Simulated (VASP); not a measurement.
Band structure of GeS₂ (relaxed from the 3R-MoS2 structure, space group R3m). Level of theory: PBEsol GGA, VASP's PBE PAW potentials (set 64) (plane waves; VASP 6.6.1).

Without a dispersion term in the relaxation, distances and binding between the weakly bound layers, chains or molecules are unreliable, and so is what depends on them.

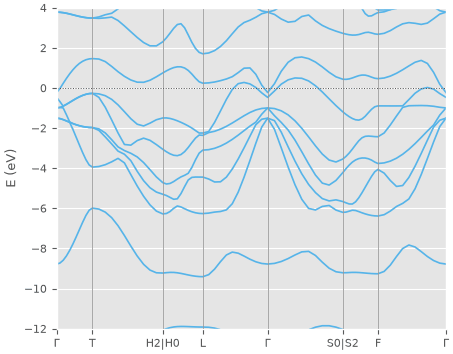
*Bands along high-symmetry lines, zero at the valence-band maximum or, without a gap, the Fermi level*

Task: Read the plot: is there a gap, and where are the band edges?

Result: It has no gap at this level: it comes out as a metal or semimetal. (Edges off the drawn lines would not show.)

The structure was generated: GeS2 was put into the 3R-MoS2 type (R3m), which need not be its known phase. It was relaxed first, which changed the volume by +18 %.
